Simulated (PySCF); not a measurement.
# CH7NO2Si2: a changed input and its effect

System: CH7NO2Si2, SMILES O=CO[SiH2]N[SiH3].
Method of run 1: TDDFT PBE0/def2-SVPD, vertical, gas phase, core orbitals frozen in the response (PySCF 2.14.0).

The geometry comes from this level: PBE0-D3(BJ)/def2-SVP. Text and figures count atoms from 1; the logs count them from 0 in places.

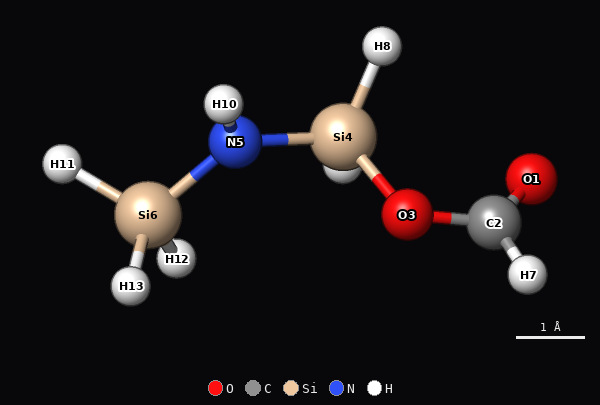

The structure as given in the input (ball-and-stick view, seen at a tilt; atoms are numbered from 1 in the order of the input). Bond lengths as drawn: C–H 1.11 Å, C–O 1.20 to 1.33 Å, H–N 1.02 Å, H–Si 1.48 to 1.50 Å, N–Si 1.72 to 1.75 Å and O–Si 1.73 Å.

**The input, run 1**
```
{"job": {"kind": "uv", "xc": "PBE0", "basis": "def2-SVPD", "ip": true}, "charge": 0, "multiplicity": 1}
O      3.310354    -0.179159    -0.361210
C      2.770135     0.488534     0.478285
O      1.460754     0.677003     0.557212
Si     0.446825    -0.088203    -0.617416
N     -1.179228     0.342385    -0.258994
Si    -2.279100    -0.423961     0.862740
H      3.308256     1.026491     1.287737
H      0.825393     0.450773    -1.947287
H      0.609932    -1.554372    -0.470742
H     -1.488311     1.232589    -0.642354
H     -3.616174    -0.632793     0.228242
H     -1.675698    -1.738813     1.224858
H     -2.487562     0.382488     2.104998
```

The first line tells a small driver script what to run in PySCF; the rest is the geometry in Å.

Command:
```bash
OMP_NUM_THREADS=1 python <driver script> task.json out
```

Hardware: 1 CPU thread, shared host.

**Output (run 1)**
```
coarse grid: 11912 points
cycle   1  E = -825.4499223722  dE =  6.162e-01  |g| = 9.198e-01  |ddm| = 4.744e+00
cycle   2  E = -825.1181719865  dE =  3.318e-01  |g| = 1.599e+00  |ddm| = 2.515e+00
cycle   3  E = -825.6039105766  dE = -4.857e-01  |g| = 2.414e-01  |ddm| = 1.728e+00
cycle   4  E = -825.6138352827  dE = -9.925e-03  |g| = 8.646e-02  |ddm| = 2.457e-01
cycle   5  E = -825.6152384787  dE = -1.403e-03  |g| = 1.137e-02  |ddm| = 8.932e-02
cycle   6  E = -825.6152672026  dE = -2.872e-05  |g| = 3.650e-03  |ddm| = 2.078e-02
cycle   7  E = -825.6152698106  dE = -2.608e-06  |g| = 1.419e-03  |ddm| = 4.868e-03
final grid: 106072 points
cycle   8  E = -825.7265555416  dE = -3.631e-07  |g| = 1.215e-02  |ddm| = 5.829e-02
cycle   9  E = -825.7265048497  dE =  5.069e-05  |g| = 2.024e-02  |ddm| = 2.877e-02
cycle  10  E = -825.7265831071  dE = -7.826e-05  |g| = 1.801e-03  |ddm| = 1.863e-02
cycle  11  E = -825.7265837201  dE = -6.130e-07  |g| = 1.930e-04  |ddm| = 1.498e-03
cycle  12  E = -825.7265837282  dE = -8.084e-09  |g| = 4.030e-05  |ddm| = 3.506e-04
cycle  13  E = -825.7265837285  dE = -3.815e-10  |g| = 1.321e-05  |ddm| = 8.747e-05
converged SCF energy = -825.7265837285

Static polarisability (au): isotropic 78.946, principal 66.817 73.550 96.471

Singlet excitations
state   eV       nm        f      main configurations
  1   5.7370    216.1   0.00122   H-1->L 0.57, H->L 0.41
  2   6.4959    190.9   0.00400   H->L+1 0.91
  3   6.9842    177.5   0.00142   H->L 0.56, H-1->L 0.39
  4   7.4591    166.2   0.03165   H->L+2 0.55, H-1->L+1 0.34
  5   7.5623    164.0   0.01047   H-1->L+1 0.54, H->L+2 0.34
  6   7.6282    162.5   0.04021   H->L+3 0.90
  7   7.8046    158.9   0.00372   H->L+4 0.79
  8   7.8252    158.4   0.06894   H-2->L 0.62, H-1->L+2 0.23
  9   7.9975    155.0   0.00185   H-2->L+1 0.86
 10   8.0574    153.9   0.03956   H->L+5 0.35, H-4->L 0.34, H-6->L 0.13

Triplet excitations (Tamm-Dancoff, eV): 5.1688 6.0280 6.1628 6.8921
Vertical ionisation energy (delta-SCF) = 9.7783 eV
```

The input of run 2 differs as follows (lines with − go, lines with + come):
```diff
-"basis": "def2-SVPD"
-"ip": true
+"basis": "6-31G*"
```

What does this change do to the results?

The total energy of run 2 is 186.4 kcal/mol lower, which measures the change of basis and not a stability. The HOMO goes from −8.00 to −7.73 eV. The LUMO goes from −0.27 to 0.30 eV. The lowest excitation goes from 5.74 to 5.83 eV. The strongest computed line goes from 7.83 to 8.37 eV. Diffuse functions give room to the loosely bound empty orbitals, which lowers the LUMO. The number of SCF iterations is the same. The basis functions go from 190 to 106.

**Output (run 2)**
```
coarse grid: 11912 points
cycle   1  E = -825.9156844306  dE =  6.663e-01  |g| = 9.469e-01  |ddm| = 3.302e+00
cycle   2  E = -825.5865917707  dE =  3.291e-01  |g| = 1.608e+00  |ddm| = 1.847e+00
cycle   3  E = -826.0784698393  dE = -4.919e-01  |g| = 2.565e-01  |ddm| = 1.287e+00
cycle   4  E = -826.0902252718  dE = -1.176e-02  |g| = 8.173e-02  |ddm| = 2.372e-01
cycle   5  E = -826.0914677491  dE = -1.242e-03  |g| = 1.234e-02  |ddm| = 6.256e-02
cycle   6  E = -826.0915030080  dE = -3.526e-05  |g| = 3.339e-03  |ddm| = 1.302e-02
cycle   7  E = -826.0915052599  dE = -2.252e-06  |g| = 1.192e-03  |ddm| = 3.266e-03
final grid: 106072 points
cycle   8  E = -826.0235683329  dE =  1.601e-06  |g| = 1.117e-02  |ddm| = 1.517e-02
cycle   9  E = -826.0235264355  dE =  4.190e-05  |g| = 1.841e-02  |ddm| = 1.923e-02
cycle  10  E = -826.0235922648  dE = -6.583e-05  |g| = 1.760e-03  |ddm| = 1.252e-02
cycle  11  E = -826.0235928616  dE = -5.968e-07  |g| = 1.577e-04  |ddm| = 1.311e-03
cycle  12  E = -826.0235928668  dE = -5.256e-09  |g| = 4.477e-05  |ddm| = 1.782e-04
cycle  13  E = -826.0235928673  dE = -4.759e-10  |g| = 1.403e-05  |ddm| = 5.357e-05
converged SCF energy = -826.0235928673

Static polarisability (au): isotropic 62.721, principal 50.793 58.595 78.773

Singlet excitations
state   eV       nm        f      main configurations
  1   5.8323    212.6   0.00085   H->L 0.53, H-1->L 0.45
  2   6.7315    184.2   0.01104   H->L+1 0.85, H-1->L+1 0.13
  3   7.3194    169.4   0.00151   H-1->L 0.51, H->L 0.45
  4   7.7321    160.3   0.00517   H-1->L+1 0.81, H->L+1 0.12
  5   7.9447    156.1   0.06087   H->L+2 0.85, H-2->L 0.09
  6   8.1315    152.5   0.09352   H-2->L 0.45, H-1->L+2 0.29, H->L+3 0.14
  7   8.2993    149.4   0.00234   H-4->L 0.70, H-6->L 0.10
  8   8.3410    148.6   0.00240   H-2->L+1 0.91
  9   8.3708    148.1   0.11142   H->L+3 0.64, H-1->L+3 0.11, H-2->L 0.11
 10   8.6380    143.5   0.02851   H-1->L+2 0.38, H->L+4 0.29, H->L+5 0.12

Triplet excitations (Tamm-Dancoff, eV): 5.2499 6.0524 6.3150 7.2361
```

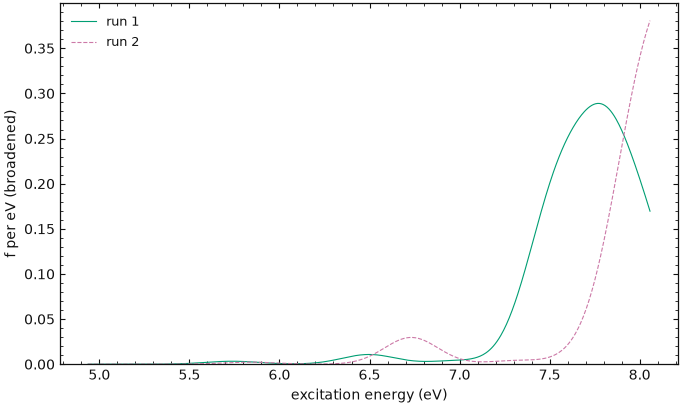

Absorption of the two runs from their computed states, each broadened by a Gaussian of 0.35 eV full width; the range ends where the shorter list of states ends.

**The two runs side by side**

| quantity | run 1 | run 2 |
| --- | --- | --- |
| outcome | converged | converged |
| total energy (hartree) | −825.726584 | −826.023593 |
| HOMO (eV) | −8.00 | −7.73 |
| LUMO (eV) | −0.27 | 0.30 |
| dipole moment (D) | 2.54 | 2.51 |
| lowest excitation (eV) | 5.74 | 5.83 |
| SCF iterations | 13 | 13 |
| strongest computed line (eV) | 7.83 | 8.37 |
| basis functions | 190 | 106 |
| wall time (shared host) | 2.3 min | 19 s |
